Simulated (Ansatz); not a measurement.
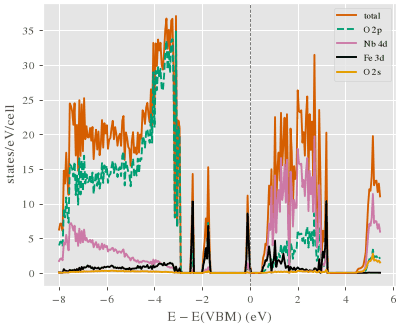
Fig. 1. Total and projected density of states of FeLi4Nb6O18 in space group P3 (No. 143; Pearson symbol hP29), r²SCAN in the plane-wave PAW code Ansatz

**Question.** Which orbitals carry the states next to the gap?

**Answer.** Top 1 eV of the valence band: Fe 3d 77 %, Nb 4d 12 %, O 2p 8 %. Bottom 1 eV of the conduction band: Nb 4d 66 %, Fe 3d 16 %, O 2p 15 %. Projections are on Löwdin-orthogonalised atomic valence shells; empty p or d shells of many metals are not among them.

**Question.** Where is the tallest occupied peak in this window, and what makes it?

**Answer.** Near -3.1 eV, about 37 states/eV per cell; the largest projected share is O 2p.

The start of the workflow was typed in or built on a structure type; neither database checked (COD, Materials Project) lists it. Whether it is the stable phase at ambient conditions was not checked. The r²SCAN relaxation kept the symmetry of its start; whether a distortion lowers the energy is not shown. The final state is ferromagnetic, the only order run, not a proven ground state. Other orbital occupations within this spin state were not tried. No Hubbard U is applied. Scalar-relativistic: spin–orbit coupling is off unless named, which matters more the heavier the elements.

Potentials: the later of the program's two PAW sets.
